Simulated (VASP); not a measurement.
Band structure of GaP (zinc blende). Level of theory: LDA (Ceperley-Alder, Perdew-Zunger) with spin-orbit coupling, VASP's LDA PAW potentials (set 64) (plane waves; VASP).

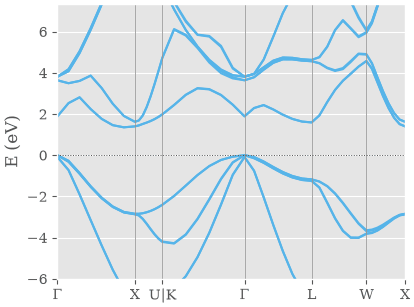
Figure: Bands along high-symmetry lines, zero at the valence-band maximum or, without a gap, the Fermi level

**Question.** Read the plot: is there a gap, and where are the band edges?

**Answer.** The gap is indirect, 1.35 eV, from the valence maximum at Γ to the conduction minimum at Γ-X at 0.86.

Measured: gap 2.43 eV (computed value off by -1.08 eV), as given by Wei Chen et al., Physical Review Materials (2018), doi:10.1103/physrevmaterials.2.073803 [zero-point renormalisation of 0.08 eV added back (the table's ZPR column)].

The compound is GaP in the zinc blende structure. It was relaxed first.
